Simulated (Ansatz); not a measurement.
## HfHCl3O: geometry relaxation

- system: HfHCl3O
- method: RKS PBE0-D4/def2-TZVP (Ansatz 0.2.0)

Figures and captions count atoms from 1; the log counts them from 0 in places.

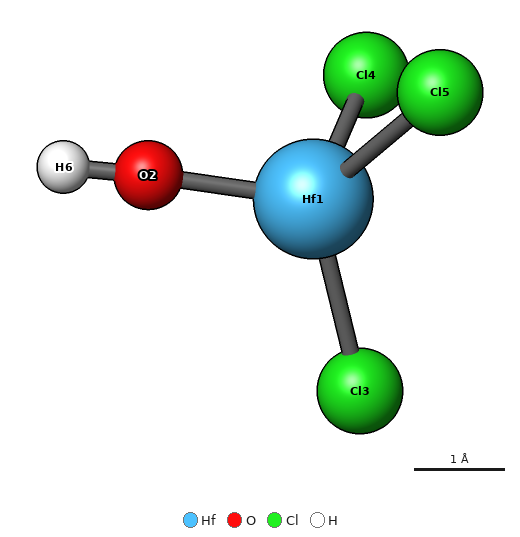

Fig. 1: The input geometry (ball-and-stick view, seen at a tilt; atoms are numbered from 1 in the order of the input). Sticks mark near contacts.

Summary:

```csv
quantity,value
outcome,converged
total energy,−40934.1974 eV
mean-field energy,−40934.0345 eV
dispersion energy,−0.1628 eV
SCF solution under orbital rotations,stable
largest force (length of the vector) at the end,0.005 eV/Å
dipole moment,2.88 D
hardware,"4 CPU threads, shared host"
wall time,7.5 s (CPU time 12 s)
peak memory,0.95 GiB
```

Input:
```yaml
crystal:
  periodic: [false, false, false]
  atoms:
    - {symbol: Hf, position_ang: [0.246059, 1.292845, -0.149388]}
    - {symbol: O, position_ang: [-0.881618, 1.419092, 1.340653]}
    - {symbol: Cl, position_ang: [-0.832017, 1.800573, -2.154960]}
    - {symbol: Cl, position_ang: [1.782968, 3.033467, 0.095408]}
    - {symbol: Cl, position_ang: [1.940588, -0.519052, 0.022573]}
    - {symbol: H, position_ang: [-1.490178, 1.524076, 2.067258]}
basis:
  gaussian: {orbitals: def2-TZVP}
hamiltonian: {xc: pbe0, dispersion: d4}
relax: {f_tol: 0.005, max_steps: 200}
```

Launch command:
```bash
ansatz run in.yaml --threads 4 --pin off --events-out ev --progress --plain --max-ram 63488MiB --backend cuda --devices 0, --max-vram 37GiB
```

What the program printed:
```
Functional definition: PBE0
  name "PBE0"
  cite "Adamo & Barone, J. Chem. Phys. 110, 6158 (1999) doi:10.1063/1.478522"
  cite "Perdew, Burke & Ernzerhof, Phys. Rev. Lett. 77, 3865 (1996) doi:10.1103/PhysRevLett.77.3865"
  parent pbe
  parameter a = 0.25
  parameter kappa = 0.804
  parameter beta = 0.06672455060314922
  exchange = (1 - a)*pbe_x(kappa = kappa, mu = beta*pi^2/3) + a*exact_x
  correlation = pbe_c(beta = beta)
1392 factors; their error is unknown
mean field evaluation 1: about -40926.9799 eV, gradient 6.2e1 eV
mean field evaluation 2: about -40890.3097 eV, gradient 1.5e2 eV
mean field evaluation 4: about -40933.5114 eV, gradient 5.7e0 eV
mean field evaluation 8: about -40933.5826 eV, gradient 1.8e-1 eV
mean field evaluation 16: about -40933.7079 eV, gradient 2.1e-4 eV
mean field -40933.70791673 eV, -1504.2860200761 hartree, gradient 1.0e-5 eV, S^2 0.000000; 0 other end points of the search recorded, 0 dependent functions left out
the calculation of the forces begins
reference -40933.70794991 eV, -1504.2860212954 hartree; 36, 36 occupied and 152, 152 virtual orbitals, 1392 factors
relax step   1: F+E_penalty+E_count = -40933.86925286 eV  Δ(F+E_penalty+E_count) = +0.000e0 eV  max|allowed force component| = 2.109e0 eV/Å  Δτ_max = 0.0000 Å  (29 SCF iters, accepted)
these checks for a lower state are left out or cut short: starts, cluster_reference, orbital_swaps, neighbouring_geometries, increment
1392 factors; their error is unknown
mean field -40933.96510342 eV, -1504.2954715124 hartree, gradient 2.1e-5 eV, S^2 0.000000; 0 other end points of the search recorded, 0 dependent functions left out
the calculation of the forces begins
reference -40933.96513654 eV, -1504.2954727297 hartree; 36, 36 occupied and 152, 152 virtual orbitals, 1392 factors
relax step   2: F+E_penalty+E_count = -40934.12953641 eV  Δ(F+E_penalty+E_count) = -2.603e-1 eV  max|allowed force component| = 7.480e-1 eV/Å  Δτ_max = 0.1945 Å  (34 SCF iters, accepted)
these checks for a lower state are left out or cut short: starts, cluster_reference, orbital_swaps, neighbouring_geometries, increment
1392 factors; their error is unknown
mean field evaluation 32: about -40934.0305 eV, gradient 3.7e-5 eV
mean field -40934.03054110 eV, -1504.2978763029 hartree, gradient 7.5e-6 eV, S^2 0.000000; 0 other end points of the search recorded, 0 dependent functions left out
the calculation of the forces begins
reference -40934.03057431 eV, -1504.2978775235 hartree; 36, 36 occupied and 152, 152 virtual orbitals, 1392 factors
relax step   3: F+E_penalty+E_count = -40934.19300137 eV  Δ(F+E_penalty+E_count) = -6.346e-2 eV  max|allowed force component| = 1.419e-1 eV/Å  Δτ_max = 0.1062 Å  (35 SCF iters, accepted)
these checks for a lower state are left out or cut short: starts, cluster_reference, orbital_swaps, neighbouring_geometries, increment
1392 factors; their error is unknown
mean field -40934.03420244 eV, -1504.2980108549 hartree, gradient 2.6e-5 eV, S^2 0.000000; 0 other end points of the search recorded, 0 dependent functions left out
the calculation of the forces begins
reference -40934.03423565 eV, -1504.2980120752 hartree; 36, 36 occupied and 152, 152 virtual orbitals, 1392 factors
relax step   4: F+E_penalty+E_count = -40934.19711202 eV  Δ(F+E_penalty+E_count) = -4.111e-3 eV  max|allowed force component| = 1.202e-1 eV/Å  Δτ_max = 0.0359 Å  (30 SCF iters, accepted)
these checks for a lower state are left out or cut short: starts, cluster_reference, orbital_swaps, neighbouring_geometries, increment
1392 factors; their error is unknown
mean field -40934.03450922 eV, -1504.2980221287 hartree, gradient 6.0e-6 eV, S^2 0.000000; 0 other end points of the search recorded, 0 dependent functions left out
the calculation of the forces begins
reference -40934.03454243 eV, -1504.2980233491 hartree; 36, 36 occupied and 152, 152 virtual orbitals, 1392 factors
relax step   5: F+E_penalty+E_count = -40934.19731302 eV  Δ(F+E_penalty+E_count) = -2.010e-4 eV  max|allowed force component| = 1.255e-2 eV/Å  Δτ_max = 0.0044 Å  (32 SCF iters, accepted)
these checks for a lower state are left out or cut short: starts, cluster_reference, orbital_swaps, neighbouring_geometries, increment
1392 factors; their error is unknown
mean field -40934.03449968 eV, -1504.2980217782 hartree, gradient 6.0e-6 eV, S^2 0.000000; 0 other end points of the search recorded, 0 dependent functions left out
the calculation of the forces begins
reference -40934.03453289 eV, -1504.2980229985 hartree; 36, 36 occupied and 152, 152 virtual orbitals, 1392 factors
relax step   6: F+E_penalty+E_count = -40934.19732131 eV  Δ(F+E_penalty+E_count) = -8.288e-6 eV  max|allowed force component| = 3.632e-3 eV/Å  Δτ_max = 0.0007 Å  (34 SCF iters, accepted)
1392 factors; their error is unknown
mean field evaluation 64: about -40933.9082 eV, gradient 5.2e-1 eV
```

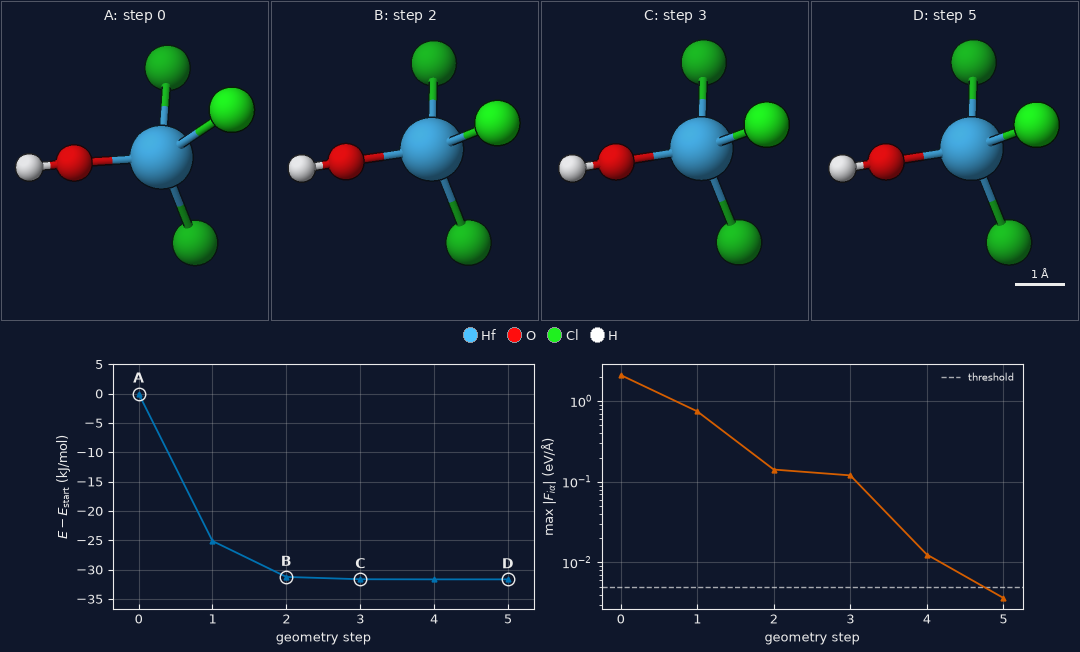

Fig. 2: Frames of the relaxation (ball-and-stick view, seen at a tilt) above the curves, on which the letters mark them (the first geometry is step 0 here and step 1 in the log).

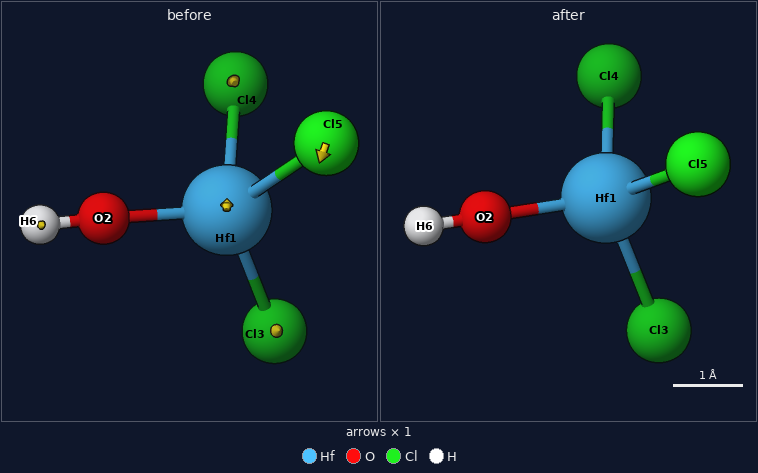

Fig. 3: Before (left) and after (right) the relaxation, at one scale (ball-and-stick view, seen at a tilt). The yellow arrows give the displacements, at true length. After 5 geometry steps the energy has fallen by 31.7 kJ/mol. The largest force component goes from 2.1 to 0.0036 eV/Å. The atom that moves furthest after the best rigid fit is Cl5 (0.33 Å). Largest moves by element: Cl 0.33 Å, Hf 0.20 Å, H 0.11 Å, O 0.04 Å. Distances before and after: Hf1–Cl5 2.487 → 2.337 Å, Hf1–O2 1.873 → 1.881 Å. Among the angles that change: Cl4–Hf1–Cl5 95.0° → 109.8°, Cl3–Hf1–Cl5 122.2° → 109.7°, Cl3–Hf1–Cl4 103.4° → 109.7°. (Atoms are counted from 1 in the order of the input.)

```
mean field -40934.03449968 eV, -1504.2980217781 hartree, gradient 3.1e-5 eV, S^2 0.000000; 1 other end points of the search recorded, 0 dependent functions left out
the calculation of the forces begins
reference -40934.03453289 eV, -1504.2980229985 hartree; 36, 36 occupied and 152, 152 virtual orbitals, 1392 factors
Total energy: -40934.19735452 eV, -1504.3040065829 hartree
Atom 0 at     0.390549     1.425184    -0.099797 Å, force     0.002456    -0.000168    -0.000212 eV/Å
Atom 1 at    -0.840896     1.415186     1.322534 Å, force    -0.001880     0.003632     0.002459 eV/Å
Atom 2 at    -0.770444     1.593654    -2.120599 Å, force    -0.001039     0.000633    -0.002074 eV/Å
Atom 3 at     1.826917     3.252986     0.138833 Å, force    -0.000674    -0.001129    -0.000263 eV/Å
Atom 4 at     1.624350    -0.559012    -0.061876 Å, force     0.000866    -0.000577     0.000338 eV/Å
Atom 5 at    -1.464674     1.423004     2.042450 Å, force     0.000270    -0.002391    -0.000248 eV/Å
Dipole moment:    -0.392970     0.001836     0.453698 e Å
```

Trajectory as extended XYZ (Å, eV, eV/Å), 6 frames, from step=1 to step=6:
```
6
Properties=species:S:1:pos:R:3:forces:R:3 step=1 energy=-40933.86925
Hf    0.2461    1.2928   -0.1494    2.1086  -0.4845   0.2434
O    -0.8816    1.4191    1.3407   -0.3028  -0.1822   0.0712
Cl   -0.8320    1.8006   -2.1550   -0.1381  -0.2148  -0.0696
Cl    1.7830    3.0335    0.0954   -0.3143  -0.0141  -0.0186
Cl    1.9406   -0.5191    0.0226   -1.3901   0.8778  -0.2238
H    -1.4902    1.5241    2.0673    0.0367   0.0178  -0.0025
6
Properties=species:S:1:pos:R:3:forces:R:3 step=2 energy=-40934.12954
Hf    0.3724    1.3286   -0.1097   -0.6738   0.7480  -0.1182
O    -0.8485    1.3977    1.3266   -0.0523  -0.1353   0.0582
Cl   -0.8086    1.7064   -2.1117    0.1070  -0.2182   0.1131
Cl    1.7872    3.1395    0.1067    0.2274   0.3123   0.0681
Cl    1.7511   -0.5101   -0.0205    0.2856  -0.6914  -0.0323
H    -1.4877    1.4890    2.0301    0.1061  -0.0155  -0.0888
6
Properties=species:S:1:pos:R:3:forces:R:3 step=3 energy=-40934.19300
Hf    0.3834    1.4053   -0.1039   -0.1143  -0.0505  -0.0089
O    -0.8367    1.3964    1.3343    0.0289   0.0000  -0.0775
Cl   -0.7809    1.6243   -2.1310    0.0768  -0.0550   0.1419
Cl    1.8127    3.2293    0.1336    0.0386   0.0606   0.0133
Cl    1.6617   -0.5575   -0.0526   -0.0781   0.0559  -0.0260
H    -1.4744    1.4533    2.0412    0.0482  -0.0111  -0.0428
6
Properties=species:S:1:pos:R:3:forces:R:3 step=4 energy=-40934.19711
Hf    0.3882    1.4236   -0.0981    0.0602   0.0026  -0.0693
O    -0.8412    1.4146    1.3230   -0.1055   0.0023   0.1202
Cl   -0.7685    1.5957   -2.1213   -0.0062  -0.0027   0.0008
Cl    1.8261    3.2500    0.1366    0.0018   0.0070   0.0057
Cl    1.6272   -0.5574   -0.0627   -0.0032  -0.0058   0.0034
H    -1.4659    1.4245    2.0441    0.0529  -0.0034  -0.0607
6
Properties=species:S:1:pos:R:3:forces:R:3 step=5 energy=-40934.19731
Hf    0.3907    1.4254   -0.1001   -0.0024  -0.0011   0.0044
O    -0.8406    1.4147    1.3225   -0.0087   0.0048   0.0097
Cl   -0.7709    1.5931   -2.1208    0.0006   0.0013  -0.0002
Cl    1.8271    3.2532    0.1395   -0.0017  -0.0023  -0.0013
Cl    1.6243   -0.5590   -0.0621    0.0011   0.0001   0.0000
H    -1.4648    1.4236    2.0424    0.0111  -0.0029  -0.0125
6
Properties=species:S:1:pos:R:3:forces:R:3 step=6 energy=-40934.19732
Hf    0.3905    1.4252   -0.0998    0.0025  -0.0002  -0.0002
O    -0.8409    1.4152    1.3225   -0.0019   0.0036   0.0025
Cl   -0.7704    1.5937   -2.1206   -0.0010   0.0006  -0.0021
Cl    1.8269    3.2530    0.1388   -0.0007  -0.0011  -0.0003
Cl    1.6243   -0.5590   -0.0619    0.0009  -0.0006   0.0003
H    -1.4647    1.4230    2.0425    0.0003  -0.0024  -0.0002
```

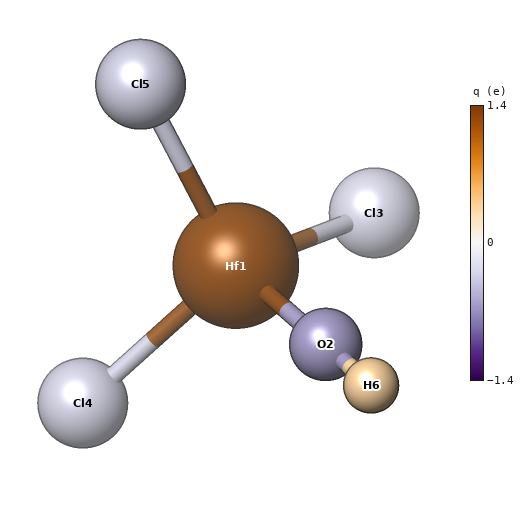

Fig. 4: Mulliken charges, as the colour of each atom (ball-and-stick view, seen at a tilt; atoms are numbered from 1 in the order of the input). By element: Hf +1.33, O −0.64, Cl −0.34 and H +0.34 e.
